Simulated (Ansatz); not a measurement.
BrH$_{6}$NOSi$_{2}$

The calculation's input:

```
basis:
  gaussian:
    orbitals: def2-SVPD
crystal:
  periodic: [false, false, false]
  atoms:
    - {symbol: Br, position_ang: [-2.495899, 0.586438, -1.738602]}
    - {symbol: "N", position_ang: [0.577553, 0.044332, -0.519848]}
    - {symbol: O, position_ang: [-1.516860, 0.059966, 1.220566]}
    - {symbol: Si, position_ang: [-1.059901, -0.420065, -0.298560]}
    - {symbol: Si, position_ang: [1.883522, -0.768695, -1.363262]}
    - {symbol: H, position_ang: [-2.441829, 0.309009, 1.338448]}
    - {symbol: H, position_ang: [-1.188227, -1.871126, -0.552790]}
    - {symbol: H, position_ang: [0.799609, 0.967931, -0.146877]}
    - {symbol: H, position_ang: [1.397177, -2.127868, -1.724927]}
    - {symbol: H, position_ang: [3.084532, -0.877082, -0.484228]}
    - {symbol: H, position_ang: [2.291221, -0.044506, -2.603424]}
total_charge: 0
hamiltonian:
  xc: pbe0
output: {forces: true, orbitals: {seedname: orbitals}}
```

Run with:

```sh
ansatz run input.yaml --threads 2 --pin off --max-ram 5220MiB --events-out events.jsonl --progress --plain --runs-dir runs
```

Geometry: B3LYP/def2-SVP.

Computed with Ansatz, isolated molecule in a Gaussian basis; Kohn-Sham density functional theory, functional PBE0.

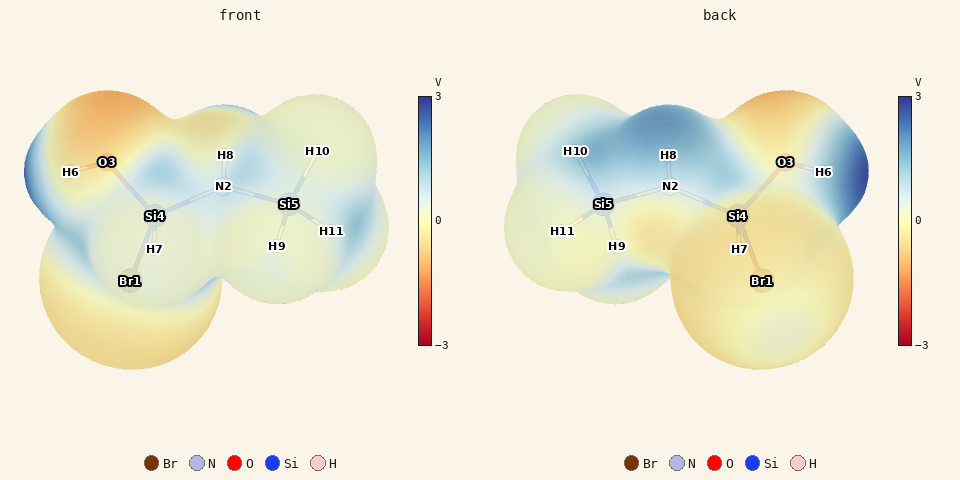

Figure 1. The molecular electrostatic potential painted on the density surface at 0.002 e/bohr³, seen from the front and from behind; red is negative and blue positive.

> Which sites attract a positive test charge, and which a negative one?

A positive charge is drawn to the negative regions and a negative charge to the positive ones. The most negative region (about −1.1 V) lies over O3, the most positive (about +2.6 V) over H6. Br1 shows a σ-hole: about +0.2 V at the tip opposite its bond, against about −0.4 V on its flanks. O3 is the likeliest acceptor of a hydrogen bond.

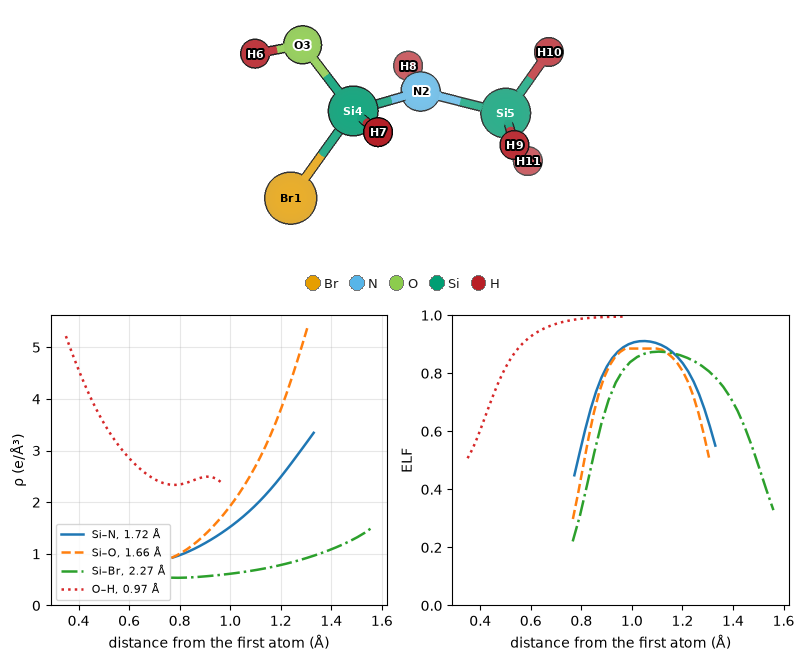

Figure 2. Total electron density and electron localisation function along straight lines between neighbouring atoms. The curves leave out the atomic cores. The structure is drawn too.

> Compare the contacts.

Si–N (1.72 Å): ρ at the midpoint is about 1.1 e/Å³; the ELF peaks at about 0.90 between the atoms, as expected for a shared but strongly polarised pair.
Si–O (1.66 Å): the density is about 1.1 e/Å³ at the midpoint; the ELF peaks at about 0.90 between the atoms; a shared but strongly polarised pair.
Si–Br (2.27 Å): ρ at the midpoint is about 0.72 e/Å³, with its minimum of 0.54 e/Å³ about 0.8 Å from Si; the ELF peaks at about 0.85 between the atoms; a polar covalent bond.
O–H (0.97 Å): ρ at the midpoint is about 3.7 e/Å³; the ELF climbs to about 1 towards the hydrogen, as it does in any bond to H; a covalent bond by its length.

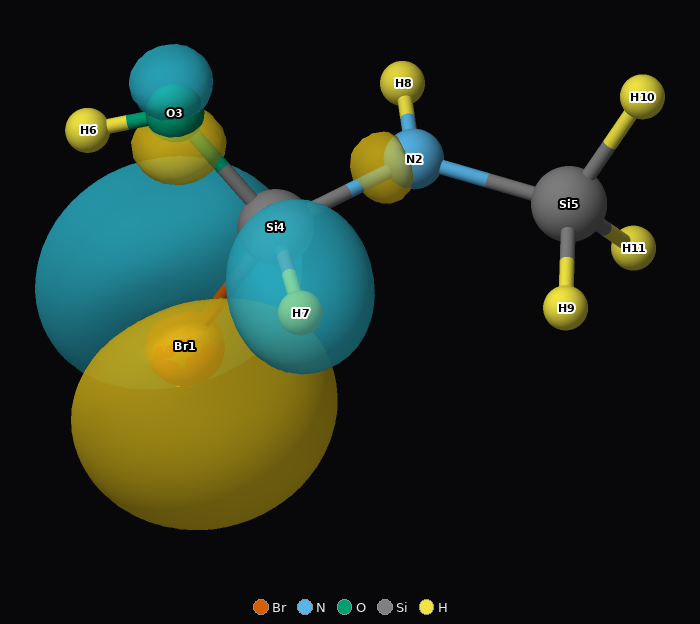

Figure 3. The HOMO−1 at ±0.08 Å⁻³ᐟ² (yellow and cyan are the two phases), seen across its widest extent.

> What is the character of this orbital?

Its weight (Hirshfeld) is mainly on Br1 (about 85 %); largely a lone pair of Br1. Its energy is −8.44 eV.
